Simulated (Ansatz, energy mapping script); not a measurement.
## CoO: J from the energies of magnetic orders

Aim: the exchange couplings of CoO from the energies of a few collinear orders, and the ordering temperature that they give.

Program: Ansatz 0.2.0. Level of theory: PBEsol with U = 1.16 eV on Co d, ortho-atomic projectors; plane waves, U on orthogonalised atomic orbitals unless named otherwise, collinear spin, no spin–orbit coupling. Results are calculated unless marked as measured.

Experimental background.

“On the Elastic Anisotropy of the Entropy-Stabilized Oxide (Mg, Co, Ni, Cu, Zn)O” (2020, arxiv:2004.06613) quotes from earlier work for CoO, rock salt (literature value): ordering temperature (Neel temperature) 291 K [literature value quoted in the paper's theory part].

## 1. Starting point

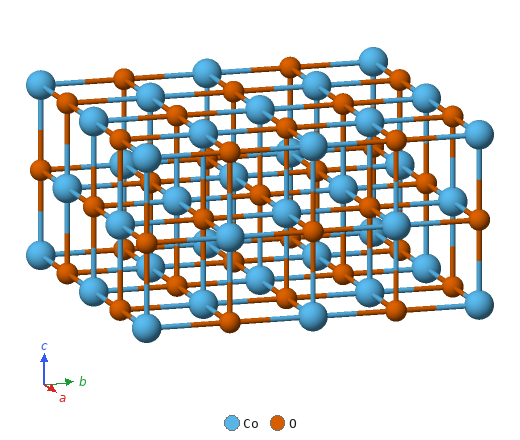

Start, viewed slightly off an axis; cobalt blue, oxygen orange. 2×2×1 cells are drawn. This picture shows the conventional cell, with its axes. Some periodic images of atoms are drawn too.

A Hubbard U penalises fractional filling of the shell. It raises the cost of virtual hops to the neighbours, so couplings that rest on such hops usually weaken.

## 2. Probe run

One run in the crystal's own cell, under PBEsol with U = 2.8 eV on Co d, ortho-atomic projectors, shows which elements keep a moment. Transition or f elements with 0.3 μB or more enter the spin model; moments induced on other atoms do not.

The input, input.yaml:

```yaml
crystal:
  lattice:
    - [0.0, 2.1315, 2.1315]
    - [2.1315, 0.0, 2.1315]
    - [2.1315, 2.1315, 0.0]
  atoms:
    - { symbol: Co, position: [0.0, 0.0, 0.0], spin: 3.0 }
    - { symbol: O, position: [0.5, 0.5, 0.5] }
magnetization:
  spin_polarized: true
kpoints:
  mp_grid: { grid: [10, 10, 10] }
hamiltonian:
  xc: pbesol
  hubbard:
    sites: [{ species: Co, l: d, u_eff: 2.8 }]
    projectors: ortho-atomic
scf:
  occupations: { method: fermi_dirac, width: 0.05 }
output:
  eigenvalues: true
```

Started as:

```
ansatz run input.yaml --threads 4 --pin off --max-ram 8192MiB --backend cpu --events-out ev --progress --plain --runs-dir out
```

Numbers of over 12 decimals in the logs are rounded to 6 here.

What it wrote:

```text
Engine: ansatz 0.2.0, aarch64-unknown-linux-gnu
Pseudopotentials: kind: paw
Pseudopotential: Co, paw, valence charge 17, recommended cutoff 420 eV (normal), Co.paw.azcp
Pseudopotential: O, paw, valence charge 6, recommended cutoff 420 eV (normal), O.paw.azcp
Functional definition: PBEsol
  exchange = pbesol_x
  correlation = pbesol_c
Crystal: 2 atoms, lattice volume = 19.368 Å³
Basis set: ecut = 420 eV, 339 PW (Γ)
Bands: 17, of which v1, the nominal top of the filled ones, is band 12 counted from 1 (11 counted from 0)
Symmetry: 48 space group operations
Space group: Fm-3m (ITA 225), of the structure as read, at distance tolerance 2.7e-5 Å
Magnetic group: BNS 225.116 (UNI 1618), of the structure as read, at distance tolerance 2.7e-5 Å
k-points: 47 of 1000
Non-local potential: Co, projectors of the file, l = 0: 3, l = 1: 2, l = 2: 3, l = 3: 1
Non-local potential: O, projectors of the file, l = 0: 2, l = 1: 2, l = 2: 1
PAW form: soft (Blöchl's): semilocal exchange-correlation on the pseudo side does not see the compensation charge
PAW frozen core: Co, regenerated for the run's functional, and the local potential with it (the file was generated under x = pbe(κ = 0.804, μ = 0.219515), c = pbe(β = 0.066725))
PAW frozen core: O, regenerated for the run's functional, and the local potential with it (the file was generated under x = pbe(κ = 0.804, μ = 0.219515), c = pbe(β = 0.066725))
PAW one-centre angular grid: Co, 590 points (default); XC on 64 Gauss nodes
PAW one-centre angular grid: O, 110 points (default); XC on 64 Gauss nodes
Initial density: superposition of atomic densities (chi_scale 0.1, normalization cell, long waves kept (reshape's long-wave potential 0.00 eV rms))
Starting moments: Σ|m| = 3 μB on 1 of 2 sites
Initial wavefunctions: pseudopotential atomic-orbital guess
Functional: x = pbesol(κ = 0.804, μ = 0.123457), c = pbesol(β = 0.046)
SCF iter   1: F=—  HF=-5652.548320 eV  |F-HF|=—  |Δ(HF+E_count)|=         —  Δρ=3.56e-1 (↑1.05e-1 ↓3.56e-1)  dr2=2.94e1  dr2_m=4.01e0  M=1.541 μB ∫|m|=1.541 μB  β_m=0.30  ethr=3.10e-3  ⟨swp⟩=5.6  Hψ=6963  notcnv=0
preconditioner: auto → none  [metal: Δε(μ)=0.004 eV  Ē_g=14.459 eV  σ=0.050 eV  W_gap=0.02  n_scr=8 (ndim 8)  ℏωp=32.7 eV  f_vac=0.000  D(μ)=3.78/eV (n_scr^D=64)  sad-step TF]
SCF iter   2: F=—  HF=-5650.648356 eV  |F-HF|=—  |Δ(HF+E_count)|=    1.90e0  Δρ=1.14e-1 (↑5.86e-2 ↓1.14e-1)  dr2=1.60e0  dr2_m=6.36e-1  M=3.000 μB ∫|m|=3.001 μB  β_m=1.00  ethr=3.10e-3  ⟨swp⟩=3.0  Hψ=4331  notcnv=0  defer=35
SCF iter   3: F=—  HF=-5650.450282 eV  |F-HF|=—  |Δ(HF+E_count)|=   1.98e-1  Δρ=3.75e-2 (↑3.75e-2 ↓3.42e-2)  dr2=3.63e-1  dr2_m=6.83e-3  M=3.000 μB ∫|m|=3.007 μB  β_m=0.30  ethr=3.10e-3  ⟨swp⟩=2.5  Hψ=3467  notcnv=0  defer=29
[...]
SCF iter   8: F=—  HF=-5650.917590 eV  |F-HF|=—  |Δ(HF+E_count)|=   2.01e-4  Δρ=5.30e-4 (↑2.40e-4 ↓5.30e-4)  dr2=2.86e-5  dr2_m=1.71e-5  M=2.951 μB ∫|m|=2.967 μB  β_m=0.62  ethr=2.96e-7  ⟨swp⟩=2.5  Hψ=2753  notcnv=0  defer=54
SCF iter   9: F=—  HF=-5650.917624 eV  |F-HF|=—  |Δ(HF+E_count)|=   3.41e-5  Δρ=4.64e-4 (↑3.08e-4 ↓4.64e-4)  dr2=1.34e-5  dr2_m=2.25e-5  M=2.947 μB ∫|m|=2.963 μB  β_m=0.81  ethr=1.24e-7  ⟨swp⟩=2.1  Hψ=2112  notcnv=0  defer=54
[...]
SCF 1 converged in 13 iterations: F = -5650.917636 eV  dr2 = 6.79e-11
[...]
Symmetry: 12 space group operations
k-points: 116 of 1000
[...]
Starting moments: Σ|m| = 3 μB on 1 of 2 sites; this step starts from the density that it was given
[...]
SCF 2 converged in 6 iterations: F = -5651.482462 eV  dr2 = 7.88e-9
[...]
SCF 3 converged in 2 iterations: F = -5651.482462 eV  dr2 = 1.13e-9
Symmetry: 4 space group operations
k-points: 282 of 1000
[...]
SCF 4 converged in 4 iterations: F = -5651.482462 eV  dr2 = 1.28e-8
an SCF along what the orbitals of the run's state read of its open shells (or to have them read: on a GPU, or by another smearing), with 44 of the crystal's symmetry operations given up (282 k-points in place of 47), reached no lower state that the run goes on to. This is no proof of a minimum
SCF converged after 2 iterations
Magnetization: 3.0000 μB (13.0000 up, 10.0000 down)
Absolute magnetization: 3.0065 μB (∫|ρ↑−ρ↓|, with the PAW one-centre terms)
Spin contamination: 0.0036 ħ² per cell (⟨S²⟩ above its minimum at these occupations)
Per-site moments (μB) at R_I (Å): [(2.582148, 0.87924375), (0.254092, 0.87924375)]
Free energy (F): -5651.482462 eV
Harris-Foulkes:  -5651.482462 eV  (|F-HF|=8.31e-10)
Internal energy: -5651.482460 eV  (E = F + TS)
E sigma→0 (E₀):  -5651.482461 eV
Entropy (-TS):   -0.000002 eV (-0.001 meV/atom)
Fermi energy:    13.826172 eV
--- Per-component energies (eV) ---
  E_band       = -317.364788
  E_kinetic    = 616.364042
  E_local      = -3434.238309  (includes V_loc(G=0)·N_el)
  E_nonlocal   = 516.360839
  E_hartree    = 1406.076618
  E_xc         = -226.223874
  E_vxc        = -292.208703  (∫ρ·V_xc dr)
  E_hubbard    = 0.507500  (on-site DFT+U / exact-exchange correction)
  E_vhub       = -9.244131  (the Hubbard potential's part of the band-sum identity)
  E_paw        = -1638.490422  (= ΣΔE_a)
  E_vpaw       = -526.554887  (= ΣTr[D̂ρ^β])
  E_aug_tail   = 0.002504  (compensation charges beyond the density's cutoff)
  E_ewald      = -2892.065066
  E_core_change = 0.223707  (= ΣΔE_core)
  E_smearing   = -0.000002  (= −TS)
  E_closure    = -0.000000  (closes the sum)
  Σ components = -5651.482462   (vs F -5651.482462, Δ=0.00e0)
--- Band table (eV; the first three rows and the last of 232) ---
  k-point 0 ↑: bands = [... 8 lower, 9.4476, 9.4476, 10.7908, 10.8521, 10.8521, 14.5511, 30.1124, 31.2387, ... 1 higher]
  k-point 1 ↑: bands = [... 8 lower, 9.1195, 9.4618, 10.5260, 11.1928, 11.2686, 15.2875, 28.3405, 30.9030, ... 1 higher]
  k-point 2 ↑: bands = [... 8 lower, 8.6810, 9.6221, 10.4347, 11.9340, 12.0263, 16.6651, 26.0166, 29.6080, ... 1 higher]
  k-point 115 ↓: bands = [... 8 lower, 12.0141, 12.0141, 15.3299, 17.1257, 17.1257, 18.9149, 23.8565, 27.3810, ... 1 higher]
Occupation matrices written to <dir>
```

Run time: 12 s. Hardware: 4 threads of Arm Neoverse V2, shared host; peak memory 0.81 GiB.

Reading the cycles: dr2 is the Hartree energy of the density residual (eV), the measure of convergence; HF is the Harris–Foulkes estimate of the energy, which meets the free energy F at convergence.

Spin moment in the sphere by atom:

```csv
atom,spin moment in the sphere (μB)
Co1,2.58
O2,0.25
```

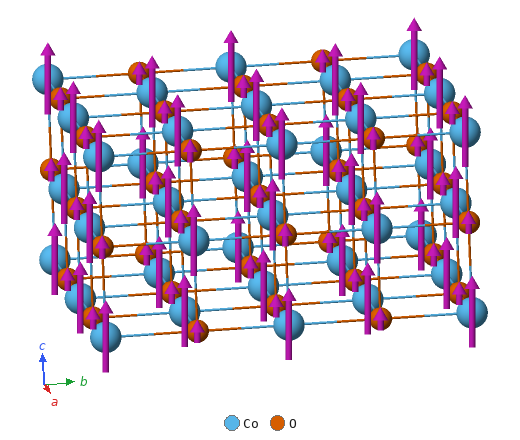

Spin moment in the sphere as arrows, the longest 2.58 μB. Up and down stand for the sign. Arrows give size and sign along the axis of quantisation, drawn up and down the page. Each arrow also spans its atom, so small moments look longer than they are. 2×2×1 conventional cells are drawn. Some periodic images of atoms are drawn too.

The run ends ferromagnetic; Co carries the moments.

## 3. A run to fix the orbital filling

A corrected shell can settle in several orbital fillings. One parallel run, with an occupation width a fifth wider than the orders use, therefore is to supply the occupation matrices. All orders start from them.

input.yaml, the sections that differ from step 2:

```yaml
kpoints:
  mp_grid: { grid: [9, 9, 9] }
hamiltonian:
  xc: pbesol
  hubbard:
    sites: [{ species: Co, l: d, u_eff: 1.16 }]
    projectors: ortho-atomic
scf:
  occupations: { method: fermi_dirac, width: 0.06 }
# crystal, magnetization, output: as in step 2
```

What it wrote:

```text
[...]
Crystal: 2 atoms, lattice volume = 19.368 Å³
Basis set: ecut = 420 eV, 339 PW (Γ)
Bands: 17, of which v1, the nominal top of the filled ones, is band 12 counted from 1 (11 counted from 0)
Symmetry: 48 space group operations
[...]
k-points: 35 of 729
[...]
Starting moments: Σ|m| = 3 μB on 1 of 2 sites
[...]
SCF iter   1: F=—  HF=-5653.945730 eV  |F-HF|=—  |Δ(HF+E_count)|=         —  Δρ=3.84e-1 (↑1.09e-1 ↓3.84e-1)  dr2=3.25e1  dr2_m=5.18e0  M=1.325 μB ∫|m|=1.325 μB  β_m=0.30  ethr=3.10e-3  ⟨swp⟩=5.6  Hψ=5131  notcnv=0
[...]
SCF iter  12: F=-5651.692163 eV  HF=-5651.692163 eV  |F-HF|=2.77e-9  |Δ(HF+E_count)|=   9.30e-8  Δρ=9.38e-6 (↑8.25e-6 ↓9.38e-6)  dr2=3.26e-9  dr2_m=1.26e-8  M=2.961 μB ∫|m|=2.977 μB  ethr=3.43e-10  ⟨swp⟩=2.3  Hψ=2681  notcnv=0
SCF 1 converged in 12 iterations: F = -5651.692163 eV  dr2 = 3.26e-9
[...]
Symmetry: 12 space group operations
k-points: 85 of 729
[...]
SCF 2 converged in 6 iterations: F = -5651.820086 eV  dr2 = 1.77e-9
[...]
SCF 3 converged in 2 iterations: F = -5651.820086 eV  dr2 = 7.50e-10
Symmetry: 4 space group operations
k-points: 205 of 729
[...]
SCF converged after 2 iterations
Magnetization: 2.9709 μB (12.9854 up, 10.0146 down)
Absolute magnetization: 2.9806 μB (∫|ρ↑−ρ↓|, with the PAW one-centre terms)
[...]
Per-site moments (μB) at R_I (Å): [(2.530911, 0.87924375), (0.292811, 0.87924375)]
Free energy (F): -5651.820086 eV
[...]
Internal energy: -5651.815743 eV  (E = F + TS)
E sigma→0 (E₀):  -5651.817914 eV
Entropy (-TS):   -0.004343 eV (-2.172 meV/atom)
Fermi energy:    13.633586 eV
[...]
--- Band table (eV; the first three rows and the last of 170) ---
  k-point 0 ↑: bands = [... 8 lower, 10.3427, 10.3427, 10.6192, 10.6825, 10.6825, 14.5214, 30.1372, 31.2823, ... 1 higher]
  k-point 1 ↑: bands = [... 8 lower, 9.6000, 10.3542, 10.8305, 11.3468, 11.4413, 15.3782, 28.1000, 30.8428, ... 1 higher]
  k-point 2 ↑: bands = [... 8 lower, 9.6276, 10.5713, 11.0592, 12.2967, 12.3959, 16.9060, 25.5605, 29.3050, ... 1 higher]
  k-point 84 ↓: bands = [... 8 lower, 12.8372, 12.8899, 14.6026, 16.2277, 16.6234, 19.6891, 23.6391, 26.4573, ... 1 higher]
Occupation matrices written to <dir>
```

Run time: 9.9 s. Hardware: 4 threads; peak memory 0.68 GiB; 36 s of CPU time.

This step gave:

| Item | Value |
| --- | --- |
| final state | ferromagnetic |
| electrons in the corrected shells | 7.381 e |
| largest moment | 2.531 μB |

## 4. Run 1 (parallel; cell A, 4 atoms)

The parallel order is the zero of energy for this cell and mesh.

The input, input.yaml:

```yaml
crystal:
  lattice:
    - [0.0, -2.1315, -2.1315]
    - [0.0, 2.1315, -2.1315]
    - [4.263, 0.0, 0.0]
  atoms:
    - { symbol: Co, position: [0.5, 0.5, 0.5], spin: 3.0 }
    - { symbol: Co, position: [0.0, 0.0, 0.0], spin: 3.0 }
    - { symbol: O, position: [0.5, 0.5, 0.0] }
    - { symbol: O, position: [0.0, 0.0, 0.5] }
magnetization:
  spin_polarized: true
kpoints:
  mp_grid: { grid: [7, 7, 5] }
hamiltonian:
  xc: pbesol
  hubbard:
    sites:
      - { species: Co, l: d, u_eff: 1.16 }
      - { site: 0, l: d, u_eff: 1.16, starting_ns: [{ spin: up, occupation_matrix: co1_major }, { spin: down, occupation_matrix: co1_minor }] }
      - { site: 1, l: d, u_eff: 1.16, starting_ns: [{ spin: up, occupation_matrix: co1_major }, { spin: down, occupation_matrix: co1_minor }] }
    projectors: ortho-atomic
    occupation_matrices:
      co1_major:
        matrix:
          - [0.993, 0.0, 0.0, 0.0, 0.0]
          - [0.0, 0.998, 0.0, 0.0, 0.0]
          - [0.0, 0.0, 0.998, 0.0, 0.0]
          - [0.0, 0.0, 0.0, 0.993, 0.0]
          - [0.0, 0.0, 0.0, 0.0, 0.998]
      co1_minor:
        matrix:
          - [0.202, -0.058, -0.058, 0.0, -0.116]
          - [-0.058, 0.666, -0.27, -0.1, 0.27]
          - [-0.058, -0.27, 0.666, 0.1, 0.27]
          - [0.0, -0.1, 0.1, 0.202, 0.0]
          - [-0.116, 0.27, 0.27, 0.0, 0.666]
scf:
  occupations: { method: fermi_dirac, width: 0.05 }
output:
  eigenvalues: true
  write_density: true
  write_potential: true
  elf: true
  volumetric_format: npy
```

What it wrote:

```text
Warning: crystal.symmetry: narrowed to the stabiliser of the occupation matrices — unitary ops 32 → 4; lowered by the specified shells (site 0, l: d), (site 1, l: d); largest admitted image defect 4.4e-16, smallest excluded 4.6e-4 — at a rounding scale rather than a splitting's, so precision (not physics) most likely lowered the group: (i) a fixed point transcribed at too few decimals — re-emit the block at full precision (to 7 decimals or more, rounded to nearest) from a symmetrised source (a converged report's `n_mat` / `n_mat_spinor`) (of a frozen-density pass: in the run whose state it reads); [rest of the remark cut]
[...]
Crystal: 4 atoms, lattice volume = 38.736 Å³
Basis set: ecut = 420 eV, 727 PW (Γ)
Bands: 32, of which v1, the nominal top of the filled ones, is band 23 counted from 1 (22 counted from 0)
Symmetry: 4 space group operations
k-points: 123 of 245
[...]
Starting moments: Σ|m| = 6 μB on 2 of 4 sites
[...]
SCF iter   1: F=—  HF=-11307.883905 eV  |F-HF|=—  |Δ(HF+E_count)|=         —  Δρ=3.75e-1 (↑1.12e-1 ↓3.75e-1)  dr2=6.14e1  dr2_m=1.01e1  M=2.506 μB ∫|m|=2.507 μB  β_m=0.30  ethr=3.10e-3  ⟨swp⟩=5.6  Hψ=28460  notcnv=0  defer=2
[...]
spin=Collinear: Kerker preconditioning applied to the charge; magnetization (m = ρ↑ − ρ↓) channel mixes plain (no charge-response kernel on spin).
SCF iter   2: F=—  HF=-11303.551482 eV  |F-HF|=—  |Δ(HF+E_count)|=    4.33e0  Δρ=1.35e-1 (↑6.16e-2 ↓1.35e-1)  dr2=3.97e0  dr2_m=1.72e0  M=5.968 μB ∫|m|=5.968 μB  β_m=1.00  ethr=3.10e-3  ⟨swp⟩=3.0  Hψ=18903  notcnv=0  defer=528
[...]
SCF iter  15: F=-11303.637389 eV  HF=-11303.637389 eV  |F-HF|=1.43e-9  |Δ(HF+E_count)|=   1.25e-7  Δρ=9.50e-6 (↑4.36e-6 ↓9.50e-6)  dr2=3.48e-8  dr2_m=6.21e-9  M=5.962 μB ∫|m|=5.983 μB  ethr=2.17e-10  ⟨swp⟩=6.8  Hψ=28851  notcnv=0
SCF 1 converged in 15 iterations: F = -11303.637389 eV  dr2 = 3.48e-8
[...]
SCF converged after 15 iterations
Magnetization: 5.9621 μB (25.9811 up, 20.0189 down)
Absolute magnetization: 5.9818 μB (∫|ρ↑−ρ↓|, with the PAW one-centre terms)
[...]
Per-site moments (μB) at R_I (Å): [(2.537264, 0.87924375), (2.537264, 0.87924375), (0.295902, 0.87924375), (0.295902, 0.87924375)]
Free energy (F): -11303.637389 eV
[...]
Internal energy: -11303.631990 eV  (E = F + TS)
E sigma→0 (E₀):  -11303.634690 eV
Entropy (-TS):   -0.005400 eV (-1.350 meV/atom)
Fermi energy:    13.600799 eV
[...]
--- Specified on-site occupations, and those of the state reported ---
  electrons in the specified blocks: 14.7640 specified, 14.7579 found
  site 1 (l=d) ↓: largest change of an orbital's occupation 0.0064; electrons 2.4020 specified, 2.3964 found; spectral distance 0.0056
[...]
site 0 (l=d) ↑: largest change of an orbital's occupation 0.0021; electrons 4.9800 specified, 4.9826 found; spectral distance 0.0025
[...]
--- Band table (eV; the first three rows and the last of 246) ---
  k-point 0 ↑: bands = [... 19 lower, 10.3377, 10.6233, 10.6867, 10.6871, 10.7055, 10.7621, 11.3953, 14.5215, ... 5 higher]
  k-point 1 ↑: bands = [... 19 lower, 10.1342, 10.8983, 10.9267, 11.0671, 11.1481, 11.2214, 11.5108, 15.5148, ... 5 higher]
  k-point 2 ↑: bands = [... 19 lower, 10.0452, 11.1639, 11.1913, 11.4589, 11.5015, 11.5650, 11.6626, 17.4834, ... 5 higher]
  k-point 122 ↓: bands = [... 19 lower, 13.2134, 14.3405, 14.4239, 15.5137, 15.5211, 16.0418, 16.1059, 20.0521, ... 5 higher]
Occupation matrices written to <dir>
```

Run time: 6.1 s. Hardware: 4 threads; peak memory 0.53 GiB.

Spin moment in the sphere by atom:

```csv
atom,spin moment in the sphere (μB)
Co1,2.54
Co2,2.54
O3,0.30
O4,0.30
```

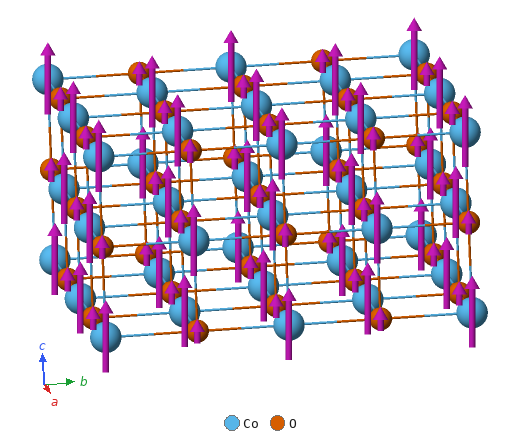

Spin moment in the sphere as arrows, the longest 2.54 μB. Up and down stand for the sign. Arrows give size and sign along the axis of quantisation, drawn up and down the page. Each arrow also spans its atom, so small moments look longer than they are. 2×2×1 conventional cells are drawn. Some periodic images of atoms are drawn too.

The run ends ferromagnetic.

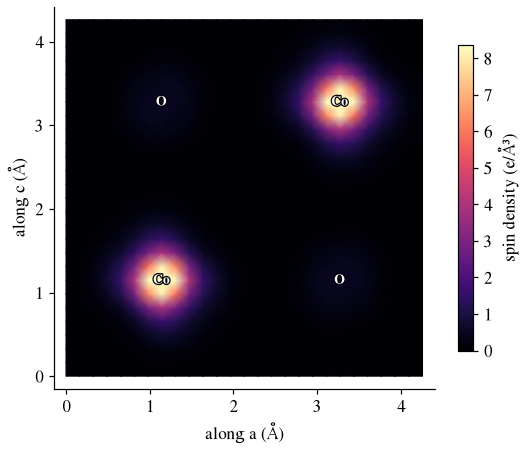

Spin density in the ac plane of the conventional cell at fractional y = 0.000, with atoms of Co and O within 0.2 Å of it. The map starts off the cell's origin, so that atoms lie inside it.

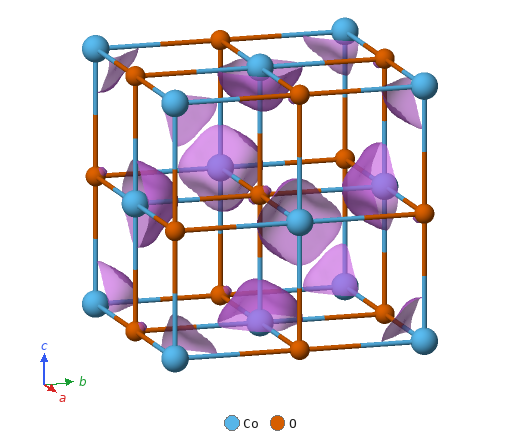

Surface of spin density = 0.51 e/Å³, which holds about 70 % of the integral of its size.

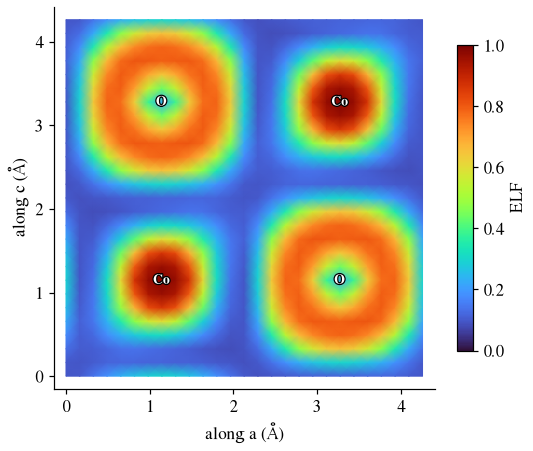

ELF in the ac plane of the conventional cell at fractional y = 0.000, with atoms of Co and O within 0.2 Å of it. It is the smooth field of the valence electrons, not physical close to the nuclei. The map starts off the cell's origin, so that atoms lie inside it.

(Part 1 of 3 ends here.)

[Logs and program files are shortened in this print: banners, set-up blocks, solver, clock and traceback lines can be left out without a mark of their own.]

[Logs are printed without paths, hosts, clocks, repeated set-up lines and the standing remarks that a program may print on its own settings, such as how far it seeks lower states.]

[Hosts, paths, dates, database ids (printed as entryN), source tags and the programs' standing remarks are cut or masked in the printed files.]

[Where a cell is said to come from a database of computed structures, the database is the Materials Project.]
